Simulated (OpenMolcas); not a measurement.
How basis sets differ on BSiH2ClO (SMILES ClB1O[SiH2]1)

The species is BSiH2ClO (6 atoms), meant as a singlet with charge 0. As SMILES, `ClB1O[SiH2]1`. The shape is that of a GFN2-xTB optimisation.

Quantity: the dipole moment, in D. The values are calculated.

| level | kind | program | value (D) |
| --- | --- | --- | --- |
| HF/ANO-RCC-MB (DKH2) | Hartree–Fock | OpenMolcas | 2.88 |
| HF/STO-3G | Hartree–Fock | OpenMolcas | 3.03 |
| HF/3-21G | Hartree–Fock | OpenMolcas | 3.35 |
| HF/def2-SVP | Hartree–Fock | OpenMolcas | 2.49 |
| HF/6-31+G* (spherical functions) | Hartree–Fock | OpenMolcas | 2.82 |

The values span 2.49 to 3.35 D. Sets without polarisation functions give poor dipoles.

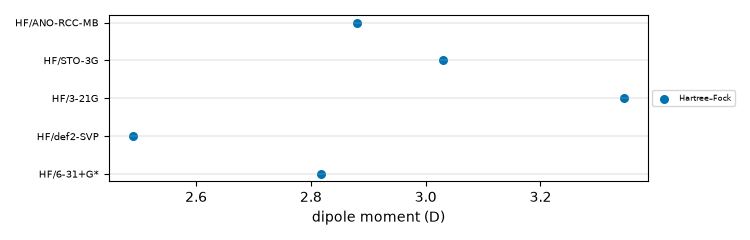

The values of the table, level by level.
